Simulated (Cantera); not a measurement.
Input: 1 mol Fe(CO)₅, 55 mol H₂, equilibrated at 0.975 Torr.

Method: chemical equilibrium by Gibbs-energy minimisation in Cantera with the NASA 1993 tables (ideal gas, pure condensed phases). Candidate condensed phases: C, C₆H₆, C₇H₈, C₈H₁₈, Fe, Fe(CO)₅, FeO, Fe(OH)₂, Fe(OH)₃, Fe₂O₃, Fe₃O₄, H₂O; 114 gas species. Kinetics and transport are ignored.

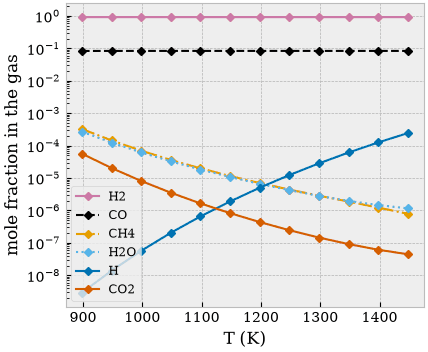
*Equilibrium gas composition (values under 1e-9 drawn at 1e-9)*

**Question.** Read off the mole fractions at 1198 K.

**Answer.** H₂ about 0.92, CO about 0.083, CH₄ about 7.0e-6, H₂O about 6.6e-6, H about 5.0e-6, CO₂ about 4.4e-7.
